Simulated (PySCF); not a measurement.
# C3H6O2Si: electronic excitations and core binding energies

What electronic excitations and core binding energies should C3H6O2Si (`C=CO[SiH2]C=O`) show?

Programs: PySCF 2.14.0, with density-fitted response routines of our own. Each step states its level of theory. These are calculated values for one molecule in the gas phase, unless marked as measured. Atoms are numbered from 0 throughout.

**1. The molecule as given**

12 atoms, charge 0, multiplicity 1; geometry from: GFN2-xTB.

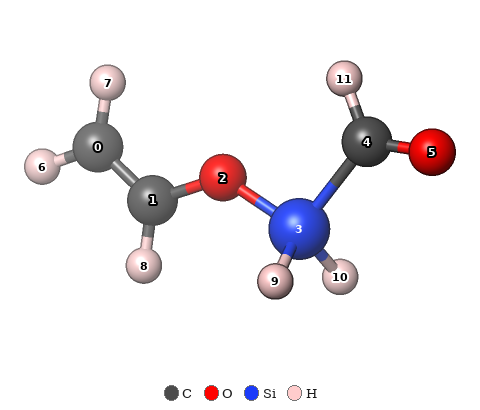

The starting geometry (carbon dark grey, oxygen red, silicon blue, hydrogen pink), atoms numbered.

**2. Ultraviolet spectrum: CAM-B3LYP/def2-SVPD**

The job: settings as JSON, then the geometry in Å.

```
{"job": {"kind": "uv", "xc": "CAM-B3LYP", "basis": "def2-SVPD", "nstates": 8, "ntriplets": 3}, "charge": 0, "multiplicity": 1}
C     -2.577695     0.143305    -0.023988
C     -1.451774    -0.546521    -0.050374
O     -0.240506     0.052606    -0.032839
Si     1.272942    -0.534116    -0.055736
C      2.263231     1.098400    -0.005269
O      3.466170     1.139815    -0.007732
H     -3.529204    -0.352662    -0.037086
H     -2.572237     1.218040     0.012978
H     -1.435594    -1.628967    -0.086330
H      1.561969    -1.359371     1.117128
H      1.555473    -1.281218    -1.281278
H      1.688424     2.050004     0.027738
```

Level: TDDFT CAM-B3LYP/def2-SVPD, vertical, gas phase, core orbitals frozen in the response.

Started as:

```bash
> OMP_NUM_THREADS=1 python probes_run.py task.json out
```

The driver reads the jobs from task.json and runs them one after another.

Standard output:

```text
coarse grid: 10776 points
cycle   1  E = -557.1824263319  dE =  8.781e-01  |g| = 9.296e-01  |ddm| = 4.970e+00
cycle   2  E = -556.9296499002  dE =  2.528e-01  |g| = 1.514e+00  |ddm| = 1.997e+00
cycle   3  E = -557.3580027896  dE = -4.284e-01  |g| = 1.359e-01  |ddm| = 1.222e+00
cycle   4  E = -557.3607566885  dE = -2.754e-03  |g| = 7.670e-02  |ddm| = 1.762e-01
cycle   5  E = -557.3618184994  dE = -1.062e-03  |g| = 1.315e-02  |ddm| = 7.498e-02
cycle   6  E = -557.3618526125  dE = -3.411e-05  |g| = 6.325e-03  |ddm| = 2.550e-02
cycle   7  E = -557.3618620105  dE = -9.398e-06  |g| = 1.496e-03  |ddm| = 8.165e-03
final grid: 100200 points
cycle   8  E = -557.4592343444  dE = -1.926e-05  |g| = 3.589e-03  |ddm| = 5.751e-02
cycle   9  E = -557.4592315733  dE =  2.771e-06  |g| = 5.377e-03  |ddm| = 8.722e-03
cycle  10  E = -557.4592370674  dE = -5.494e-06  |g| = 4.214e-04  |ddm| = 4.352e-03
cycle  11  E = -557.4592371002  dE = -3.280e-08  |g| = 2.067e-04  |ddm| = 6.247e-04
cycle  12  E = -557.4592371085  dE = -8.300e-09  |g| = 7.485e-05  |ddm| = 2.866e-04
cycle  13  E = -557.4592371099  dE = -1.321e-09  |g| = 1.503e-05  |ddm| = 1.048e-04
cycle  14  E = -557.4592371099  dE = -5.639e-11  |g| = 5.645e-06  |ddm| = 3.060e-05
converged SCF energy = -557.4592371099

Static polarisability (au): isotropic 70.097, principal 51.239 66.804 92.246

Singlet excitations
state   eV       nm        f      main configurations
  1   3.2105    386.2   0.00054   H-1->L 0.95
  2   5.6540    219.3   0.06973   H->L 0.96
  3   6.2257    199.1   0.02396   H-1->L+1 0.81
  4   6.3913    194.0   0.00832   H->L+1 0.92
  5   6.9543    178.3   0.00374   H-1->L+2 0.79
  6   7.1605    173.2   0.03021   H->L+2 0.71, H->L+4 0.11
  7   7.2155    171.8   0.40131   H->L+3 0.93
  8   7.4635    166.1   0.00684   H-2->L 0.67, H->L+5 0.12

Triplet excitations (Tamm-Dancoff, eV): 2.5223 4.2484 5.6226
```

It took 30 s on 1 thread of Arm Neoverse V1, shared host; peak memory 0.75 GiB.

The orbitals next to the gap, with their largest atomic shares:

```csv
orbital,eV,atoms
HOMO−3,-11.43,"Si3 31 %, H9 20 %, H10 20 %"
HOMO−2,-11.34,"O2 52 %, C1 15 %, H8 9 %"
HOMO−1,-8.65,"O5 52 %, C4 21 %, Si3 11 %"
HOMO,-8.65,"C0 36 %, C1 26 %, O2 22 %"
LUMO,-0.60,"C4 38 %, O5 32 %, Si3 15 %"
LUMO+1,0.80,"Si3 31 %, H10 12 %, H9 12 %"
LUMO+2,1.27,"Si3 40 %, C4 16 %, H10 6 %"
```

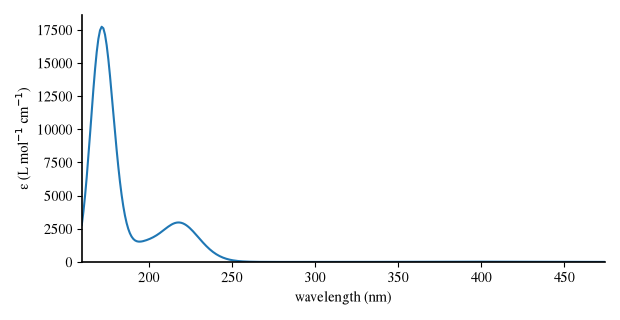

Absorption spectrum: each of the 8 states is a Gaussian band of 0.4 eV half-width at 1/e. Beyond the last state computed it falls off for lack of states.

Ground-state properties from the same run:

```csv
property,computed
dipole moment (D),2.72
polarisability (Å³),10.39
HOMO–LUMO gap (eV),8.04
−ε(HOMO) (eV),8.65
```

**3. Core holes by ΔSCF: SCAN, X2C**

Same as in step 2 but for these lines:

```diff
@@ -1,2 +1,2 @@
-{"job": {"kind": "uv", "xc": "CAM-B3LYP", "basis": "def2-SVPD", "nstates": 8, "ntriplets": 3}, "charge": 0, "multiplicity": 1}
+{"job": {"kind": "xps"}, "charge": 0, "multiplicity": 1}
 C     -2.577695     0.143305    -0.023988
```

With the program's defaults for keys left out, this is: delta-SCF UKS SCAN, pcX-2 on the ionised atom, pcseg-1 elsewhere, spin-free X2C.

Standard output:

```text
ground state, core basis on atom 0 (C), 149 functions
  cycle   1  E = -558.21656181  |g| = 8.68e-01
  cycle   2  E = -557.58962612  |g| = 1.91e+00
  cycle   3  E = -558.35003016  |g| = 3.06e-01
  cycle   4  E = -558.36747388  |g| = 1.20e-01
  cycle   5  E = -558.37006689  |g| = 3.96e-02
  cycle   6  E = -558.37036786  |g| = 1.12e-02
  cycle   7  E = -558.37038632  |g| = 7.22e-03
  cycle   8  E = -558.37040068  |g| = 1.53e-03
  cycle   9  E = -558.37039922  |g| = 2.77e-04
  E(ground) = -558.41360122 Eh
hole in C 1s of atom 0
  cycle   1  E = -547.13353637  |g| = 1.50e+00
  cycle   2  E = -545.09681673  |g| = 2.10e+00
  cycle   3  E = -544.84574857  |g| = 1.70e+00
  cycle   4  E = -547.63562751  |g| = 3.95e-01
  cycle   5  E = -547.61413620  |g| = 4.73e-01
  cycle   6  E = -547.70245192  |g| = 1.01e-01
  cycle   7  E = -547.70652457  |g| = 3.31e-02
  cycle   8  E = -547.70686167  |g| = 2.15e-02
  cycle   9  E = -547.70704456  |g| = 6.63e-03
  cycle  10  E = -547.70707506  |g| = 1.64e-03
  cycle  11  E = -547.70707747  |g| = 1.01e-03
  cycle  12  E = -547.70708078  |g| = 3.17e-04
  E(ion) = -547.75017733 Eh   <S^2> = 0.7799   hole on atom = 1.000   binding energy = 290.167 eV
ground state, core basis on atom 1 (C), 149 functions
  cycle   1  E = -558.37189463  |g| = 6.04e-02
  cycle   2  E = -558.37137441  |g| = 5.01e-02
  cycle   3  E = -558.37156578  |g| = 4.30e-02
  cycle   4  E = -558.37205206  |g| = 7.53e-03
  cycle   5  E = -558.37206464  |g| = 1.46e-03
  cycle   6  E = -558.37206454  |g| = 5.82e-04
  cycle   7  E = -558.37206420  |g| = 2.11e-04
  E(ground) = -558.41548941 Eh
hole in C 1s of atom 1
  cycle   1  E = -547.05674755  |g| = 1.51e+00
  cycle   2  E = -544.13541701  |g| = 2.58e+00
  cycle   3  E = -545.14084307  |g| = 1.61e+00
  cycle   4  E = -547.52497785  |g| = 4.44e-01
  cycle   5  E = -545.99845323  |g| = 1.30e+00
  cycle   6  E = -547.59301465  |g| = 2.54e-01
  cycle   7  E = -547.60851613  |g| = 1.63e-01
  cycle   8  E = -547.62091472  |g| = 5.76e-02
  cycle   9  E = -547.62224860  |g| = 2.79e-02
  cycle  10  E = -547.62269066  |g| = 1.61e-02
  cycle  11  E = -547.62291651  |g| = 6.44e-03
  cycle  12  E = -547.62296973  |g| = 3.86e-03
  cycle  13  E = -547.62302516  |g| = 2.14e-03
  cycle  14  E = -547.62304573  |g| = 8.85e-04
  cycle  15  E = -547.62304594  |g| = 3.36e-04
  E(ion) = -547.66518226 Eh   <S^2> = 0.8377   hole on atom = 1.000   binding energy = 292.531 eV
ground state, core basis on atom 2 (O), 149 functions
  cycle   1  E = -558.40211850  |g| = 1.04e-01
  cycle   2  E = -558.39970117  |g| = 1.20e-01
  cycle   3  E = -558.40182193  |g| = 6.35e-02
  cycle   4  E = -558.40265402  |g| = 1.49e-02
  cycle   5  E = -558.40269789  |g| = 3.00e-03
  cycle   6  E = -558.40270144  |g| = 1.24e-03
  cycle   7  E = -558.40270170  |g| = 1.69e-04
  E(ground) = -558.44305273 Eh
hole in O 1s of atom 2
  cycle   1  E = -537.76583543  |g| = 2.23e+00
  cycle   2  E = -535.95159365  |g| = 2.75e+00
  cycle   3  E = -536.28300482  |g| = 1.57e+00
  cycle   4  E = -536.34996756  |g| = 1.47e+00
  cycle   5  E = -538.51887676  |g| = 4.11e-01
  cycle   6  E = -538.49203828  |g| = 4.81e-01
  cycle   7  E = -538.59103469  |g| = 9.91e-02
  cycle   8  E = -538.59420541  |g| = 5.50e-02
  cycle   9  E = -538.59531681  |g| = 3.71e-02
  cycle  10  E = -538.59590000  |g| = 1.38e-02
  cycle  11  E = -538.59601138  |g| = 2.59e-03
  cycle  12  E = -538.59601679  |g| = 8.26e-04
  cycle  13  E = -538.59601727  |g| = 5.58e-04
  cycle  14  E = -538.59601981  |g| = 4.33e-04
  E(ion) = -538.63744349 Eh   <S^2> = 0.7628   hole on atom = 1.000   binding energy = 538.938 eV
ground state, core basis on atom 3 (Si), 160 functions
  cycle   1  E = -558.46810011  |g| = 2.99e-01
  cycle   2  E = -558.46472324  |g| = 1.64e-01
  cycle   3  E = -558.46252396  |g| = 1.89e-01
  cycle   4  E = -558.46935349  |g| = 2.76e-02
  cycle   5  E = -558.46953217  |g| = 8.44e-03
  cycle   6  E = -558.46955157  |g| = 1.01e-03
  cycle   7  E = -558.46955185  |g| = 5.87e-04
  cycle   8  E = -558.46955180  |g| = 3.53e-04
  E(ground) = -558.47204381 Eh
hole in Si 1s of atom 3
  cycle   1  E = -489.51190220  |g| = 4.35e+00
  cycle   2  E = -487.84238261  |g| = 2.68e+00
  cycle   3  E = -486.25615095  |g| = 2.38e+00
  cycle   4  E = -490.47761009  |g| = 3.96e-01
  cycle   5  E = -490.53764090  |g| = 2.33e-01
  cycle   6  E = -490.56493737  |g| = 7.48e-02
  cycle   7  E = -490.56765088  |g| = 3.37e-02
  cycle   8  E = -490.56810397  |g| = 1.65e-02
  cycle   9  E = -490.56821359  |g| = 7.31e-03
  cycle  10  E = -490.56823252  |g| = 2.57e-03
  cycle  11  E = -490.56823473  |g| = 5.66e-04
  cycle  12  E = -490.56823420  |g| = 4.90e-04
  E(ion) = -490.57849750 Eh   <S^2> = 0.7524   hole on atom = 1.000   binding energy = 1847.477 eV
hole in Si 2p of atom 3
  cycle   1  E = -554.17043455  |g| = 1.24e+00
  cycle   2  E = -552.44557544  |g| = 1.79e+00
  cycle   3  E = -554.06809202  |g| = 9.03e-01
  cycle   4  E = -554.44565990  |g| = 3.01e-01
  cycle   5  E = -554.46604147  |g| = 2.53e-01
  cycle   6  E = -554.49177475  |g| = 4.08e-02
  cycle   7  E = -554.49262453  |g| = 1.16e-02
  cycle   8  E = -554.49266043  |g| = 8.96e-03
  cycle   9  E = -554.49269959  |g| = 2.21e-03
  cycle  10  E = -554.49270245  |g| = 5.73e-04
  cycle  11  E = -554.49270212  |g| = 1.85e-04
  E(ion) = -554.50638279 Eh   <S^2> = 0.7516   hole on atom = 1.002   binding energy = 107.911 eV
  2p3/2 = 107.650 eV   2p1/2 = 108.276 eV
ground state, core basis on atom 4 (C), 149 functions
  cycle   1  E = -558.37303161  |g| = 6.25e-02
  cycle   2  E = -558.37305245  |g| = 2.81e-02
  cycle   3  E = -558.37311732  |g| = 2.49e-02
  cycle   4  E = -558.37324367  |g| = 8.72e-03
  cycle   5  E = -558.37325705  |g| = 3.09e-03
  cycle   6  E = -558.37325991  |g| = 6.01e-04
  cycle   7  E = -558.37325987  |g| = 1.08e-04
  E(ground) = -558.41621911 Eh
hole in C 1s of atom 4
  cycle   1  E = -547.04101026  |g| = 1.49e+00
  cycle   2  E = -544.86422071  |g| = 2.26e+00
  cycle   3  E = -544.17904262  |g| = 1.77e+00
  cycle   4  E = -546.46604534  |g| = 1.08e+00
  cycle   5  E = -547.53162566  |g| = 3.31e-01
  cycle   6  E = -547.55903320  |g| = 2.89e-01
  cycle   7  E = -547.57986929  |g| = 1.65e-01
  cycle   8  E = -547.46496131  |g| = 4.23e-01
  cycle   9  E = -547.50544850  |g| = 3.49e-01
  cycle  10  E = -547.52348670  |g| = 3.18e-01
  cycle  11  E = -547.53395625  |g| = 3.02e-01
  cycle  12  E = -547.54809129  |g| = 2.79e-01
  cycle  13  E = -547.49859725  |g| = 3.52e-01
  cycle  14  E = -547.61101087  |g| = 6.06e-02
  cycle  15  E = -547.60079540  |g| = 1.32e-01
  cycle  16  E = -547.59854645  |g| = 1.39e-01
  cycle  17  E = -547.59923737  |g| = 1.37e-01
  cycle  18  E = -547.60285616  |g| = 1.20e-01
  cycle  19  E = -547.61034559  |g| = 7.47e-02
  cycle  20  E = -547.61442975  |g| = 2.55e-02
  cycle  21  E = -547.61480298  |g| = 1.44e-02
  cycle  22  E = -547.61495966  |g| = 4.25e-03
  cycle  23  E = -547.61493860  |g| = 6.80e-03
  cycle  24  E = -547.61497591  |g| = 2.06e-03
  cycle  25  E = -547.61497172  |g| = 3.11e-03
  cycle  26  E = -547.61497720  |g| = 1.24e-03
  cycle  27  E = -547.61497880  |g| = 5.05e-04
  cycle  28  E = -547.61497901  |g| = 2.86e-04
  E(ion) = -547.65610945 Eh   <S^2> = 1.1531   hole on atom = 1.000   binding energy = 292.797 eV
ground state, core basis on atom 5 (O), 149 functions
  cycle   1  E = -558.39763978  |g| = 9.39e-02
  cycle   2  E = -558.39695530  |g| = 6.60e-02
  cycle   3  E = -558.39627181  |g| = 8.93e-02
  cycle   4  E = -558.39776889  |g| = 6.84e-03
  cycle   5  E = -558.39778118  |g| = 1.13e-03
  cycle   6  E = -558.39778094  |g| = 4.86e-04
  E(ground) = -558.43846532 Eh
hole in O 1s of atom 5
  cycle   1  E = -537.77941080  |g| = 2.21e+00
  cycle   2  E = -536.24749977  |g| = 2.42e+00
  cycle   3  E = -535.58881479  |g| = 1.58e+00
  cycle   4  E = -537.38856593  |g| = 1.06e+00
  cycle   5  E = -538.54539245  |g| = 3.20e-01
  cycle   6  E = -538.58265775  |g| = 2.24e-01
  cycle   7  E = -538.60185865  |g| = 1.23e-01
  cycle   8  E = -538.39316585  |g| = 5.05e-01
  cycle   9  E = -538.59054717  |g| = 1.91e-01
  cycle  10  E = -538.53264083  |g| = 3.01e-01
  cycle  11  E = -538.51096680  |g| = 3.34e-01
  cycle  12  E = -538.50696571  |g| = 3.39e-01
  cycle  13  E = -538.52900927  |g| = 3.07e-01
  cycle  14  E = -538.55254917  |g| = 2.70e-01
  cycle  15  E = -538.54434853  |g| = 2.82e-01
  cycle  16  E = -538.53451411  |g| = 2.97e-01
  cycle  17  E = -538.53457706  |g| = 2.96e-01
  cycle  18  E = -538.56114621  |g| = 2.53e-01
  cycle  19  E = -538.60157527  |g| = 1.24e-01
  cycle  20  E = -538.53221153  |g| = 2.92e-01
  cycle  21  E = -538.55882821  |g| = 2.50e-01
  cycle  22  E = -538.59444973  |g| = 1.72e-01
  cycle  23  E = -538.60750309  |g| = 1.25e-01
  cycle  24  E = -538.61950477  |g| = 5.76e-02
  cycle  25  E = -538.60553467  |g| = 1.33e-01
  cycle  26  E = -538.61210964  |g| = 1.04e-01
  cycle  27  E = -538.62183276  |g| = 2.02e-02
  cycle  28  E = -538.61790350  |g| = 6.76e-02
  cycle  29  E = -538.62166171  |g| = 2.43e-02
  cycle  30  E = -538.62074741  |g| = 3.84e-02
  cycle  31  E = -538.62183219  |g| = 1.92e-02
  cycle  32  E = -538.62214789  |g| = 7.95e-03
  cycle  33  E = -538.62213723  |g| = 8.26e-03
  cycle  34  E = -538.62213565  |g| = 8.39e-03
  cycle  35  E = -538.62218110  |g| = 4.69e-03
  cycle  36  E = -538.62220108  |g| = 1.28e-03
  cycle  37  E = -538.62220278  |g| = 1.92e-04
  E(ion) = -538.66284753 Eh   <S^2> = 1.1130   hole on atom = 1.000   binding energy = 538.122 eV
```

Wall time 78 s (1 thread of Arm Neoverse V1, shared host); peak memory 0.63 GiB.

Binding energies by hole, beside the orbital energy of the ground state; the difference holds orbital relaxation and, for a density functional, its self-interaction error:

```csv
hole,stands for,environment,ΔSCF (eV; 2p as the shell's mean),−ε (eV),⟨S²⟩
C1s on C0,C0,β carbon of an enol-ether or enamine type C=C,290.17,273.4,0.780
C1s on C1,C1,alkene carbon bearing oxygen,292.53,275.5,0.838
O1s on O2,O2,"oxygen bonded to C, Si",538.94,517.6,0.763
Si1s on Si3,Si3,"silicon bonded to C, O, 2 H",1847.48,1794.2,0.752
Si2p on Si3,Si3,"silicon bonded to C, O, 2 H",107.86,97.1,0.752
C1s on C4,C4,carbonyl carbon,292.80 (doubtful),276.0,1.153
O1s on O5,O5,carbonyl oxygen,538.12 (doubtful),517.0,1.113
```

Doubtful: the ion did not converge, its hole moved, or its ⟨S²⟩ is well above 0.75.

With the spin-orbit splitting: Si3 2p3/2 107.65, 2p1/2 108.28 eV. The table gives each 2p level as the mean over the whole 2p shell (two parts 2p3/2, one part 2p1/2), which differs a little from the single hole in the log.

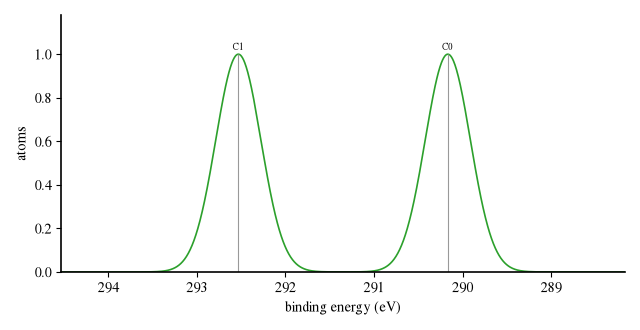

The C1s photoelectron lines, weighted by the number of atoms. Only 2 of the 3 C atoms are covered by sound results. Lines are broadened to a width of 0.60 eV (Gaussian).

**4. What came out**

```
                                                    quantity                        value
                        lowest singlet (CAM-B3LYP/def2-SVPD)  3.21 eV (386 nm), f = 0.001
                    brightest single state of those computed  state 7, 7.22 eV, f = 0.401
                                              lowest triplet                      2.52 eV
C1s binding energies, SCAN/pcX-2 (standing for 2 of 3 atoms)      C1 292.53, C0 290.17 eV
O1s binding energies, SCAN/pcX-2 (standing for 1 of 2 atoms)                 O2 538.94 eV
                           Si1s binding energies, SCAN/pcX-2               Si3 1847.48 eV
                           Si2p binding energies, SCAN/pcX-2                Si3 107.86 eV
```

**Reading.** The first singlet state (HOMO−1→LUMO 0.95) lies at 3.21 eV and is dark; of the 8 states computed, the strongest absorption comes from state 7 at 7.22 eV. The lowest triplet lies 0.69 eV below the lowest singlet (triplets in Tamm-Dancoff, singlets in full TDDFT). C1 (alkene carbon bearing oxygen) binds its C1s electron 2.36 eV more tightly than C0 (β carbon of an enol-ether or enamine type C=C). Only 2 of the 3 C atoms are covered by sound results.
